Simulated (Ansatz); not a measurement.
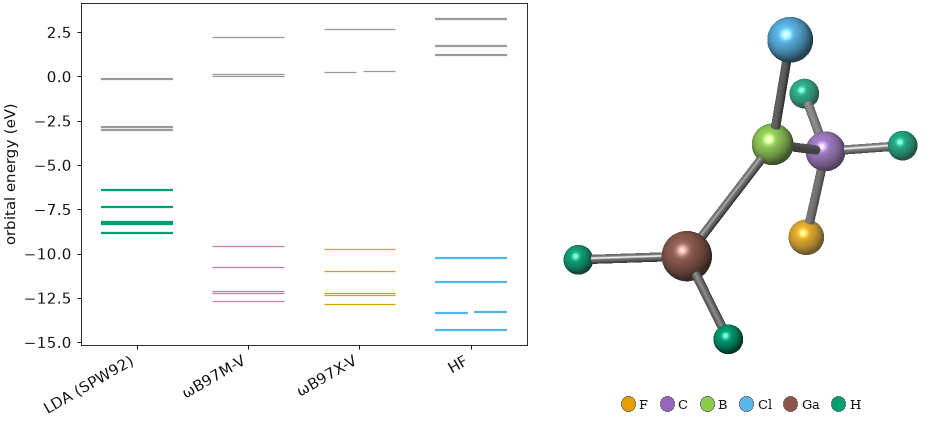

Frontier orbital energies of CH₄BClFGa, SMILES FC[B](Cl)[GaH2], singlet at one geometry, def2-TZVPP, the Ansatz code, at a PBE0-D4/def2-TZVP geometry (a minimum by its frequencies). Empty levels are grey, levels within 0.1 eV stand side by side; all columns show the same few orbitals around the gap.

> How do the frontier levels move from column to column?

The separation grows from 3.37 eV (LDA (SPW92)) to 11.43 eV (HF).

```tsv
level	HOMO (eV)	LUMO (eV)	separation (eV)
LDA (SPW92)	−6.39	−3.02	3.37
ωB97M-V	−9.57	0.01	9.58
ωB97X-V	−9.75	0.24	10.00
HF	−10.25	1.18	11.43
```

Limits of at least one run: empty levels above zero depend strongly on the basis; no scalar relativity up to krypton; one conformer of a flexible molecule.
